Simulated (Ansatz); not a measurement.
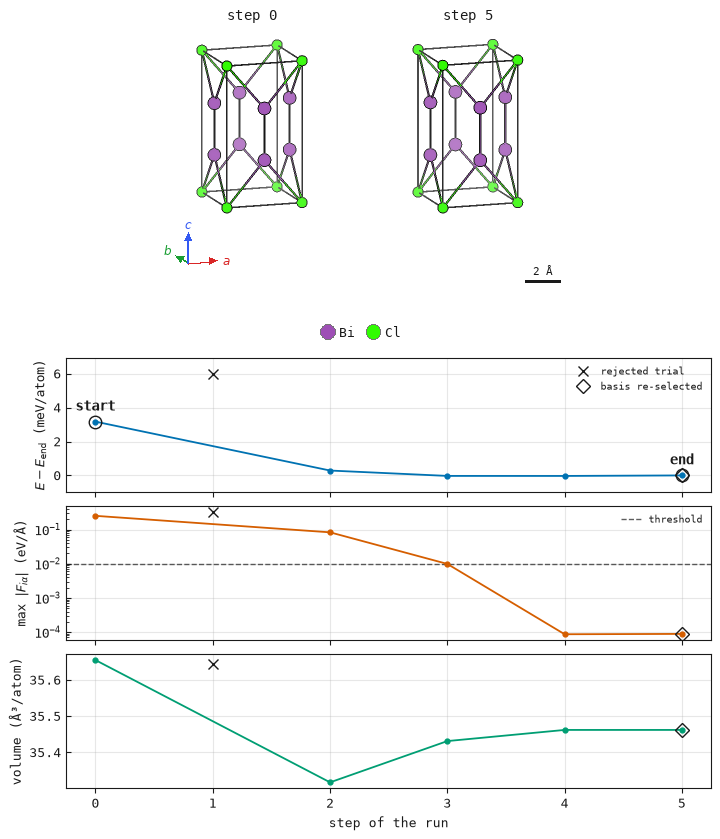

First and last geometry of a relaxation of a crystal of Bi$_{4}$Cl (a generated structure, set up in P4/mmm), with the history of the run. Style: ball-and-stick. Shown: the cell of the calculation, slightly off an axis.

Theory: DFT PBE, scalar-relativistic, plane waves, PAW in Ansatz. Settings: plane-wave cutoff 420 eV; k-point mesh 8 × 8 × 6; occupations gaussian; smearing width 0.1 eV; no spin polarisation; cell and atoms relaxed; force threshold 0.01 eV/Å; at most 80 steps.

Q: Did the run converge, and what did it change?

A: It converged. Over 3 accepted moves (5 points after the start) the energy falls by 3.2 meV per atom. The largest force component goes from 0.25 to under 0.0001 eV/Å. The pressure goes from 0.04 to 0.00 GPa. The line search rejected the trial step at point 1 of the run. The SCF was repeated once at an unchanged geometry on a basis and grid sized afresh for the cell, which shifted the energy by less than 0.05 meV per atom at most. The largest moves relative to the cell, 0.018 Å, are those of Bi atoms. Cl stays in place. The volume changes by −0.5 %, with a = b 4.601 → 4.577 Å (−0.5 %), c 8.421 → 8.464 Å (+0.5 %). Among the contacts that change: Bi–Bi 3.068 → 3.120 Å, Bi–Cl 3.529 → 3.518 Å. The space group stays P4/mmm (No. 123). The run took 3.2 min on 1 thread of Intel(R) Xeon(R) Processor @ 2.70GHz, with other jobs on the host, peak memory 0.64 GiB.
